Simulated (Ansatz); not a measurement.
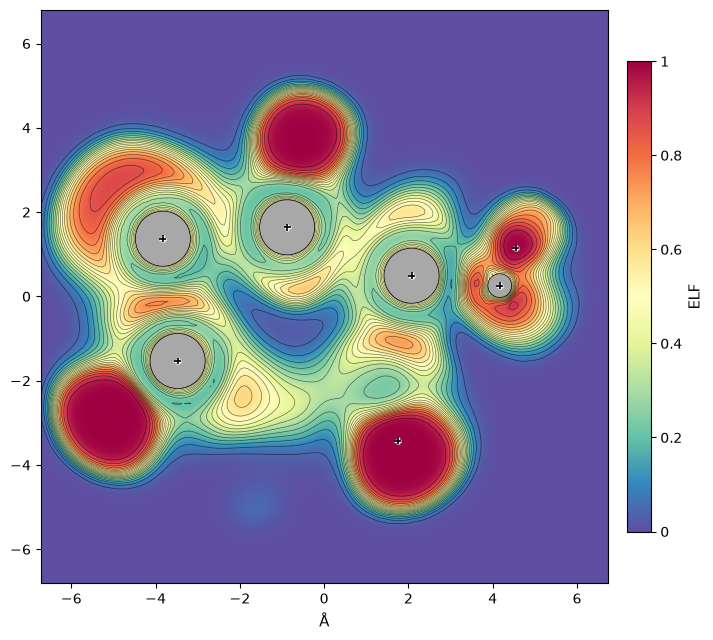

The electron localisation function on a plane through atoms (crosses mark nuclei in the plane; grey discs cover the cores).

Level of theory: UKS PBE0-D4/def2-TZVP (Ansatz 0.2.0).

Candidates:
A. H16O4Sn10 (charge −1, doublet)
B. H15Sn9 (doublet)

Question: Which candidate gave the map?

Answer: Candidate A: H16O4Sn10 on the plane of atoms Sn9, Sn4 and Sn10, which holds Sn, O and H. O–H (0.98 Å): the ELF climbs to about 1 towards the hydrogen, as it does in any bond to H (a covalent bond by its length). Sn–O (2.11 Å): the ELF peaks at about 0.85 in the valence shell of O, 0.6 Å from its nucleus, and drops to about 0.15 between the two atoms.
